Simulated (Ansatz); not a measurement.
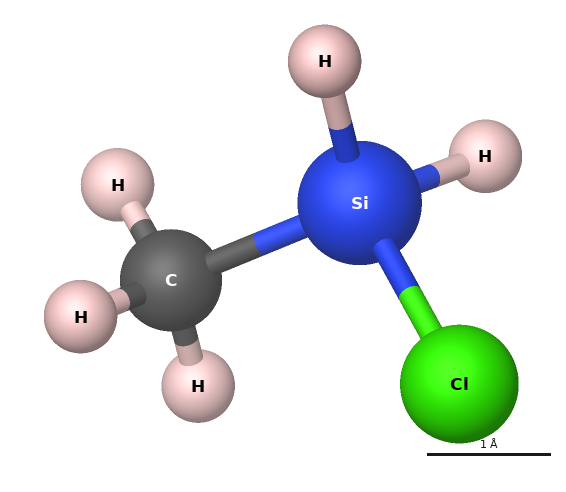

Ball-and-stick drawing of a structure. Every bond is drawn as one stick, whatever its order.

Computed geometry: PBE0-D4/def2-TZVP optimisation.

What does the picture show?

Formula CH₅ClSi. This geometry has Cs symmetry. Coordination: 1 Si tetrahedral; 1 C tetrahedral.

More results for the same structure follow; atom numbers are the same in all pictures, views and colours differ.

**Geometry**

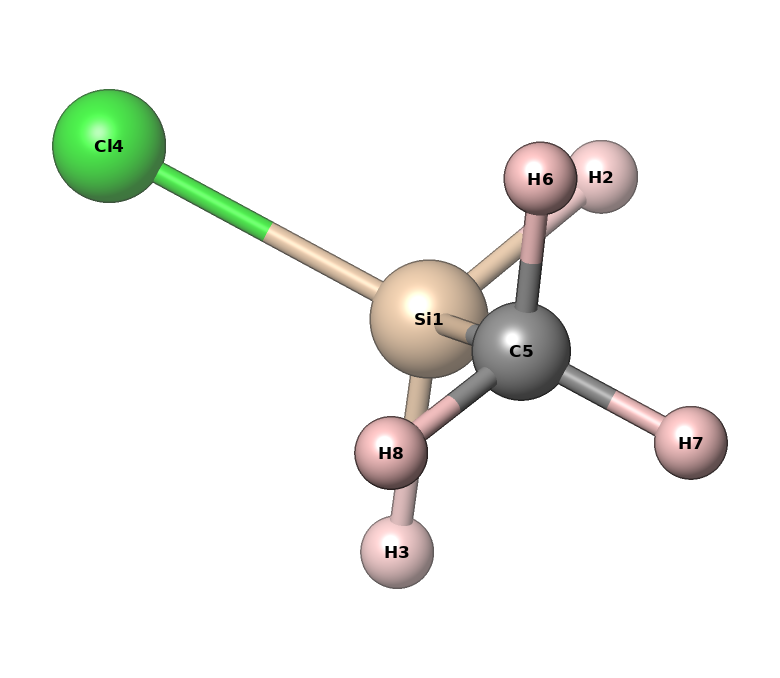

Si1 lies behind C5. The molecule seen a little off the C5–Si1 bond, C5 in front. Depth is shown by fading: the farther an atom, the more it takes the colour of the background.

What is the torsion angle H6–C5–Si1–Cl4? The sign is positive where the front bond must turn clockwise to cover the back bond.

−60°, synclinal (gauche). The bonds about C5–Si1 are staggered.

**Vibrations**

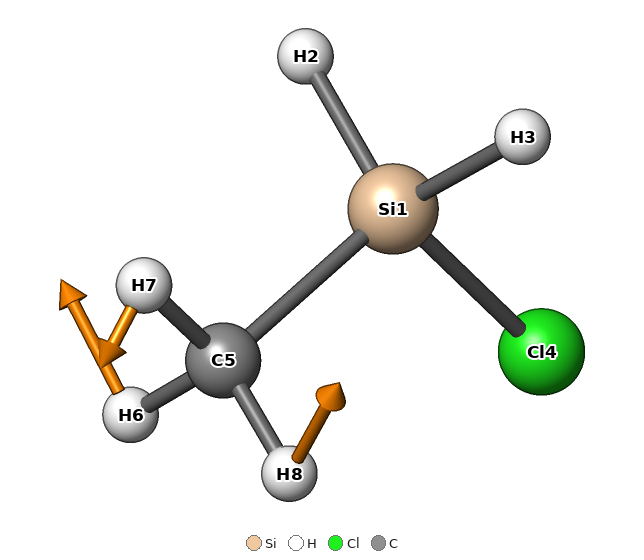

The arrows show one normal mode. Harmonic vibrations computed with RKS PBE0-D4/def2-TZVP (Ansatz 0.2.0) at a stationary point of the same level.

What kind of motion is it?

Mostly H–C–H bending.

At what wavenumber does it lie?

1448 cm⁻¹; it is mode 13 of 18 counted from the lowest.

**Charges**

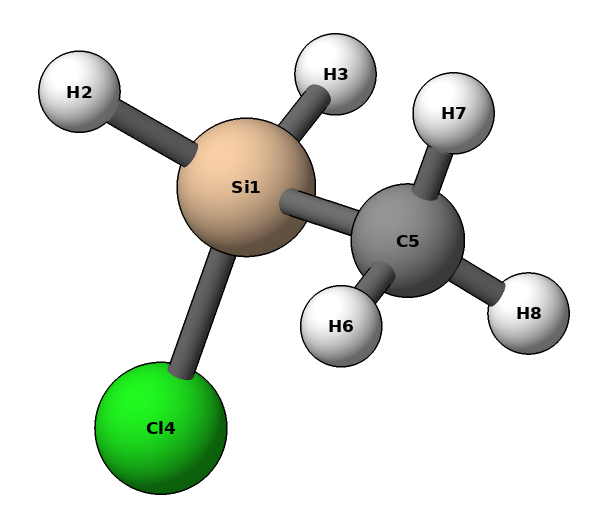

The questions are on Mulliken charges. Method: RKS PBE0-D4/def2-TZVP (Ansatz 0.2.0).

Which atom carries the highest charge (most positive or least negative)?

Si1 (0.36 e).

And the lowest?

C5 (−0.49 e).

Give the Mulliken charges atom by atom.

```csv
atom,value (e)
Si1,0.36
H2,−0.02
H3,−0.02
Cl4,−0.27
C5,−0.49
H6,0.15
H7,0.14
H8,0.15
```

**Dipole moment**

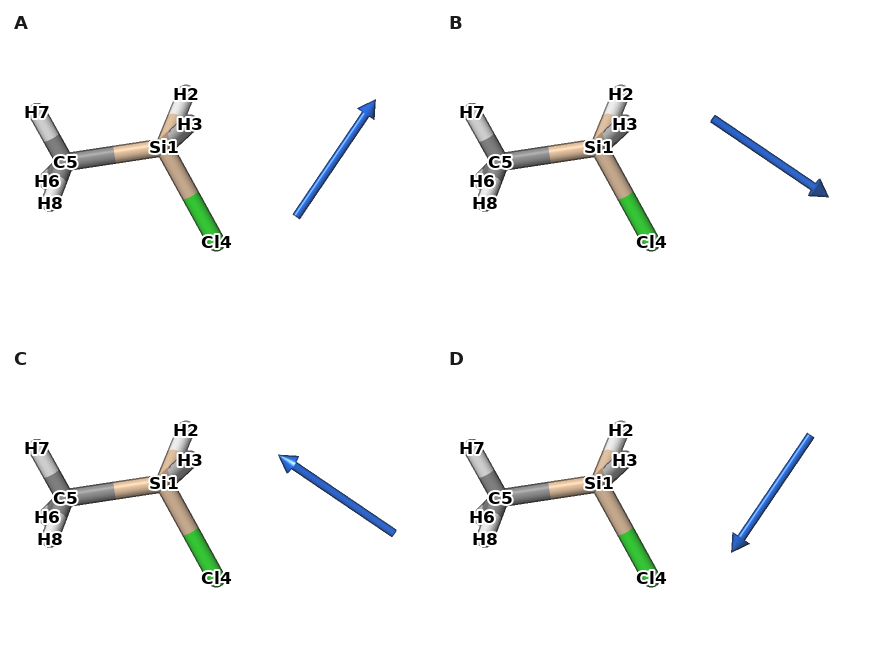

The same molecule four times, each with an arrow. Properties computed with RKS PBE0-D4/def2-TZVP (Ansatz 0.2.0).

Which arrow points along the dipole moment, from the negative to the positive end?

C. The dipole moment is 1.87 D; it points from the side of Cl4 to the side of H7 (the outermost atoms at the two ends).

Mulliken values depend strongly on the basis set and can even reverse the polarity of a bond.
